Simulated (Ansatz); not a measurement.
## ZrB2 (AlB2 type, space group P6/mmm), frozen-phonon scan

Starting cell, ZrB2 (AlB2 type, space group P6/mmm):

```xyz
6
Lattice="3.1714 0.0000 0.0000 -1.5857 2.7465 0.0000 0.0000 0.0000 7.0826" Properties=species:S:1:pos:R:3 pbc="T T T"
Zr     0.0000     0.0000     0.0000
Zr     0.0000     0.0000     3.5413
B      0.0000     1.8310     1.7707
B      0.0000     1.8310     5.3120
B      1.5857     0.9155     1.7707
B      1.5857     0.9155     5.3120
```

A phonon eigenvector at A = (0.0, 0.0, 0.5) is frozen into this cell: atom i moves by Q times the vector below, so Q is the largest atomic displacement, in Å. The cell is held. It is one choice among 2 degenerate patterns. (q is in reciprocal vectors of the primitive cell; the cell shown is doubled to hold the pattern.)

```csv
atom,x,y,z
B3,0.000,1.000,0.000
B4,0.000,-1.000,0.000
B5,0.000,1.000,0.000
B6,0.000,-1.000,0.000
```

Atoms not listed stay in place.

Level of theory: PBE (plane waves to 420 eV, PAW, scalar-relativistic; Ansatz, a quantum-chemistry and plane-wave program). k mesh 17×17×7 (Γ-centred), Fermi-Dirac smearing 0.05 eV. The energy includes the smearing's −TS. With partly filled bands, energies and forces of such displacements shift with the k mesh and the smearing. ZrB2 is run without spin polarisation. ZrB2 was relaxed with its symmetry unable to fall. The zero of ΔE is the undisplaced structure.

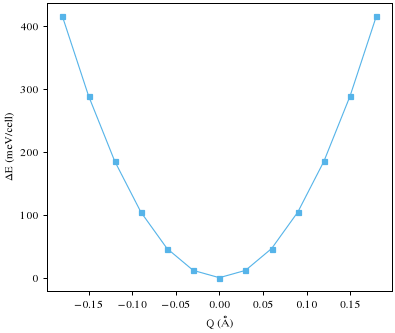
ΔE (meV/cell) against Q (Å); one marker a computed point.

The energy at Q = 0.180 Å is 415 meV/cell. Wavenumber by perturbation theory (DFPT, on another k mesh): 403 cm⁻¹. Shape of the curve: a single well with its minimum at or next to zero displacement. Harmonic wavenumber from the curvature (finite differences): 403 cm⁻¹. Symmetry of the curve: even: the same for both signs.

E″ = 25.77 eV/Å², M = Σ mᵢ|uᵢ|² = 43.2 u, ν̃ = 521.5·√(|E″|/M).

(For displaced atoms, the force is minus the slope of the energy, and its curvature is a force constant, which sets phonon frequencies.)
